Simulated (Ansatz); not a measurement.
A series of calculations on C$_{3}$H$_{8}$SSi

Part 1: Relaxation

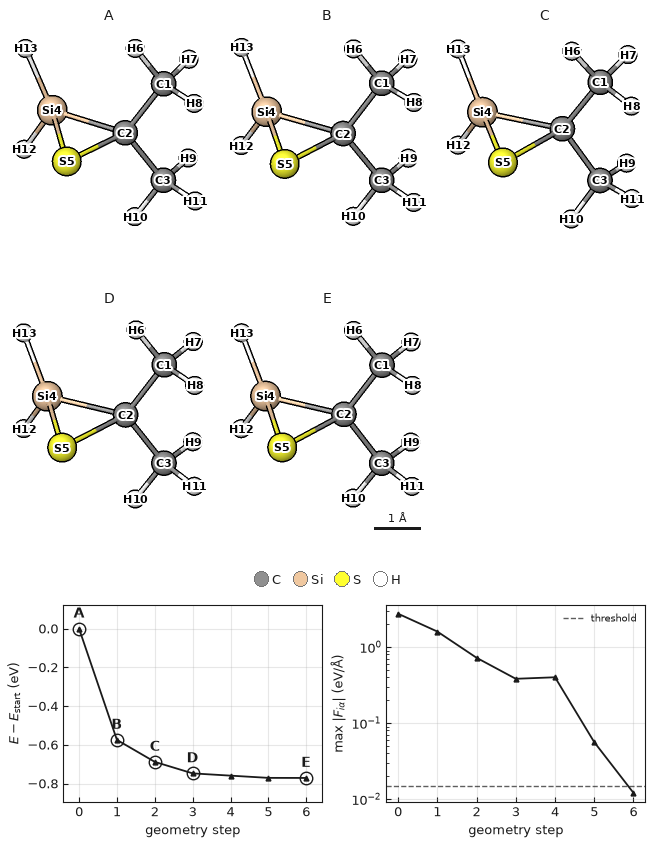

Frames of a relaxation of C$_{3}$H$_{8}$SSi, marked on the history of the run. A ball-and-stick model, seen at a tilt.

The run prepares an end point of a later path (torsion) calculation, from a guessed geometry.

The calculation used RKS CAM-B3LYP-D4/cc-pVDZ in Ansatz 0.2.0.

Input
```yaml
crystal:
  periodic: [false, false, false]
  atoms:
    - { symbol: C, position_ang: [-1.431, -0.1983, 0.1658] }
    - { symbol: C, position_ang: [-0.044, 0.1319, -0.2029] }
    - { symbol: C, position_ang: [0.6403, -1.0381, -0.8426] }
    - { symbol: Si, position_ang: [0.9971, 1.1104, 1.0342] }
    - { symbol: S, position_ang: [0.2517, 1.6524, -0.9599] }
    - { symbol: H, position_ang: [-2.0042, 0.7192, 0.5942] }
    - { symbol: H, position_ang: [-1.5128, -0.9801, 0.8735] }
    - { symbol: H, position_ang: [-2.001, -0.4351, -0.747] }
    - { symbol: H, position_ang: [0.683, -1.8788, -0.1012] }
    - { symbol: H, position_ang: [1.7168, -0.8264, -1.0786] }
    - { symbol: H, position_ang: [0.1447, -1.3554, -1.7211] }
    - { symbol: H, position_ang: [2.4249, 1.0691, 1.0139] }
    - { symbol: H, position_ang: [0.1548, 1.9944, 1.9865] }
basis:
  gaussian: { orbitals: cc-pVDZ }
hamiltonian:
  xc: cam_b3lyp
  dispersion: d4
relax:
  f_tol: 0.015
  max_steps: 40
```

Launched with:
```bash
ansatz run input.yaml --threads 2 --pin off --max-ram 3072MiB --backend cpu --events-out ev --progress --plain --runs-dir out
```

Describe the path.

Answer. Over 6 geometry steps the energy falls by 0.771 eV. Largest force component: 2.7 eV/Å at the start, 0.012 eV/Å at the end. The atom that moves furthest after the best rigid fit is Si4 (0.24 Å). By element the largest moves are Si 0.24 Å, H 0.15 Å, S 0.13 Å, C 0.08 Å. Near-neighbour distances that change, for instance: C2–S5 1.724 → 1.910 Å, Si4–S5 2.197 → 2.119 Å, C1–H6 1.164 → 1.098 Å, Si4–H13 1.548 → 1.486 Å. Bond angles that change, for instance: S5–Si4–H13 103.5° → 118.2°, H12–Si4–H13 124.7° → 113.4°, S5–Si4–H12 109.5° → 118.3°. From step 0 to 1: Si and H atoms move most (0.17 Å), energy −0.575 eV. From step 1 to 2: C2 moves most (0.20 Å), energy −0.114 eV. From step 2 to 3: H10 moves most (0.16 Å), energy −0.059 eV. From step 3 to 6: S5 moves most (0.04 Å), energy −0.024 eV.

Part 2: Relaxation

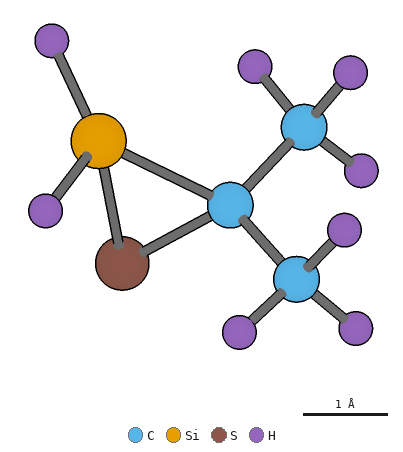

C$_{3}$H$_{8}$SSi, before the relaxation. The picture is a ball-and-stick view, seen from a free direction.

The run prepares an end point of a later path (torsion) calculation, from a guessed geometry.

All numbers below come from Ansatz 0.2.0, RKS CAM-B3LYP-D4/cc-pVDZ.

Input file:
```yaml
crystal:
  periodic: [false, false, false]
  atoms:
    - { symbol: C, position_ang: [-1.431, -0.1983, 0.1658] }
    - { symbol: C, position_ang: [-0.044, 0.1319, -0.2029] }
    - { symbol: C, position_ang: [0.7579, 0.5259, 1.00047] }
    - { symbol: Si, position_ang: [0.24072, 1.17683, -1.75172] }
    - { symbol: S, position_ang: [0.76831, -0.90961, -1.31097] }
    - { symbol: H, position_ang: [-2.0042, 0.7192, 0.5942] }
    - { symbol: H, position_ang: [-1.5128, -0.9801, 0.8735] }
    - { symbol: H, position_ang: [-2.001, -0.4351, -0.747] }
    - { symbol: H, position_ang: [0.30314, 1.44792, 1.44918] }
    - { symbol: H, position_ang: [1.80246, 0.83779, 0.73406] }
    - { symbol: H, position_ang: [0.79587, -0.2464, 1.72171] }
    - { symbol: H, position_ang: [1.4336, 1.94137, -1.93407] }
    - { symbol: H, position_ang: [-0.89226, 1.04861, -2.79944] }
basis:
  gaussian: { orbitals: cc-pVDZ }
hamiltonian:
  xc: cam_b3lyp
  dispersion: d4
relax:
  f_tol: 0.015
  max_steps: 40
```

Launched with:
```bash
ansatz run input.yaml --threads 2 --pin off --max-ram 3072MiB --backend cpu --events-out ev --progress --plain --runs-dir out
```

**What does the optimiser find from here?**

The energy falls by 18.3 kcal/mol in 6 geometry steps. The largest force component goes from 2.7 to 0.01 eV/Å. The largest move after the best rigid fit is that of Si4, 0.23 Å. By element the largest moves are Si 0.23 Å, H 0.18 Å, S 0.12 Å, C 0.10 Å. Some distances before and after: C2–S5 1.724 → 1.910 Å, Si4–S5 2.197 → 2.119 Å, Si4–H13 1.548 → 1.486 Å, C1–H6 1.164 → 1.103 Å. Among the angles between lasting bonds that change: S5–Si4–H13 103.5° → 118.3°, H12–Si4–H13 124.7° → 113.3°, S5–Si4–H12 109.5° → 118.3°. Cost: 35 s on 2 threads of Arm Neoverse V2, with other jobs on the host, peak memory 0.36 GiB.

Final geometry:

```xyz
13

C    -1.4955   -0.1720    0.1606
C    -0.0752    0.2282   -0.1873
C     0.7650    0.6034    1.0175
Si    0.2993    0.9762   -1.8526
S     0.7913   -1.0208   -1.3430
H    -2.0061    0.6592    0.6748
H    -1.4997   -1.0408    0.8394
H    -2.0810   -0.4394   -0.7297
H     0.3036    1.4519    1.5494
H     1.7888    0.8868    0.7372
H     0.8312   -0.2407    1.7237
H     1.4029    1.9635   -1.9797
H    -0.8078    1.2046   -2.8176
```

After the run, drawn alike:

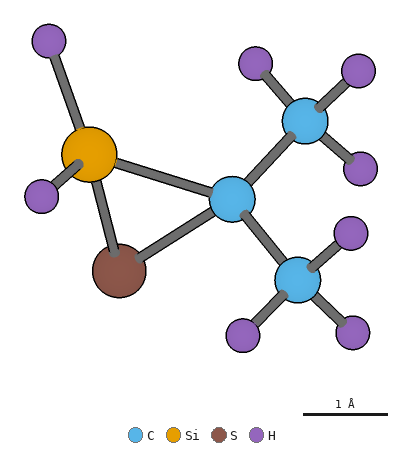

Part 3: Path

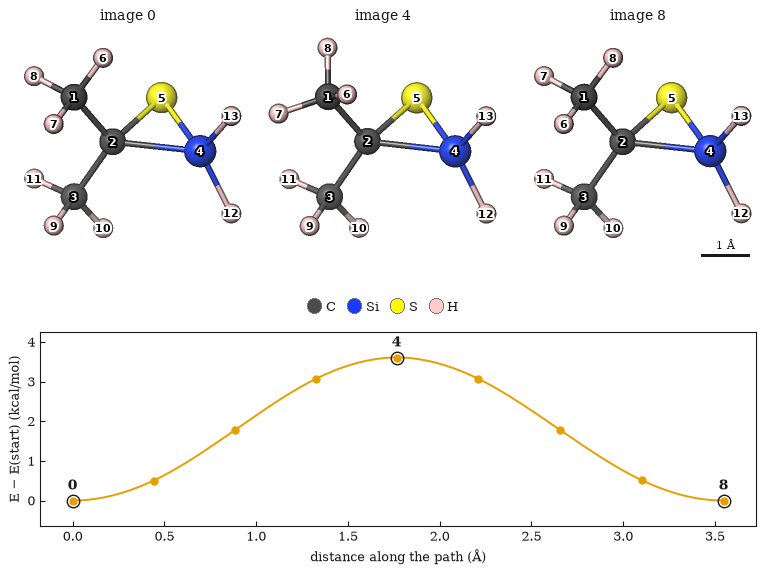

A search for the minimum-energy path of C$_{3}$H$_{8}$SSi by the nudged elastic band. Images are numbered from 0 (start) to 8 (end). A ball-and-stick model, seen at a tilt.

Computed with RKS CAM-B3LYP-D4/cc-pVDZ in Ansatz. Settings: 7 movable images; climbing image; force threshold 0.05 eV/Å; iteration limit 55; starting path through a guess of the saddle point.

> What happens along the path, and what is the barrier?

The motion is a rotation about the C1–C2 bond by about 120°. No bond forms or breaks between the ends. The two ends have the same energy, and the highest point, image 4, lies 3.61 kcal/mol above the start. The band converged in 5 iterations, with a climbing image at the top. At the top, the vibrational analysis gives one imaginary mode (242i cm⁻¹), as a transition state must have.

The run took 3 min on 2 threads of Arm Neoverse V2 (shared host), peak memory 0.35 GiB.
